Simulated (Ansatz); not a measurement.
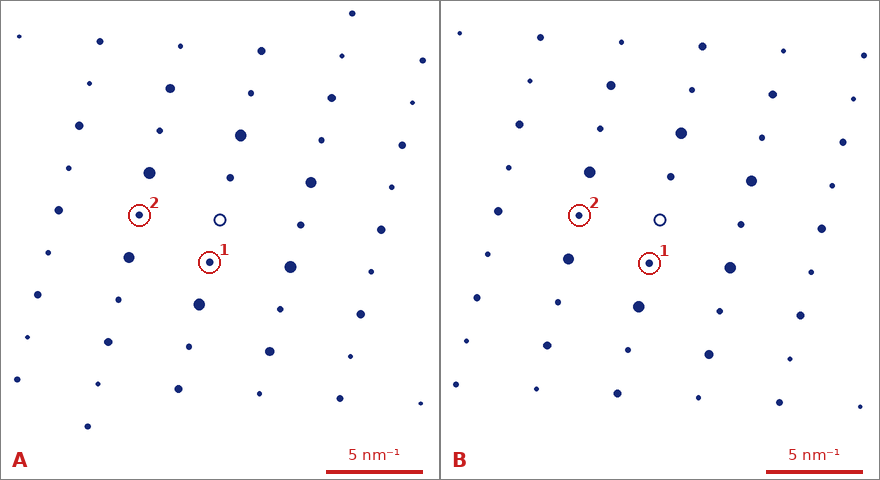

Kinematic electron diffraction patterns (200 kV, B = 0.5 Å², same scale) along [1-10] of the run's own cell, for the start and the end of one relaxation of CoAu with DFT PBE, scalar-relativistic, plane waves, PAW in Ansatz. k mesh 18×18×18. The start is a generated model structure, and the relaxation ends in the nearest stationary point of its symmetry, not necessarily the ground state. Spot 1 is -1 -1 -1 and spot 2 is 0 0 -1 in both.

Start structure:

```
CELL_PARAMETERS angstrom
1.89041 1.89041 3.85937
1.89041 3.85937 1.89041
3.85937 1.89041 1.89041
ATOMIC_POSITIONS crystal
Co 0.00000 0.00000 0.00000
Au 0.50000 0.50000 0.50000
```

Which pattern belongs to the start structure, and which to the relaxed one?

Answer. A is the start: its cell gives d(1) = 4.411 Å, d(2) = 2.372 Å and an angle of 79.7°. B is the relaxed structure, with d(1) = 4.301 Å (-2.5 %), d(2) = 2.368 Å (-0.2 %) and 79.4°.

Summarise the relaxation behind the change.

Answer. The volume changed by -2.7 % to 14.41 Å³ an atom; the fractional coordinates hardly changed; the space group stayed R-3m (No. 166); the free energy fell by 8.5 meV an atom. Relaxed cell: a = 4.591 Å, b = 4.591 Å, c = 4.591 Å, α = 35.28°, β = 35.28°, γ = 35.28°.
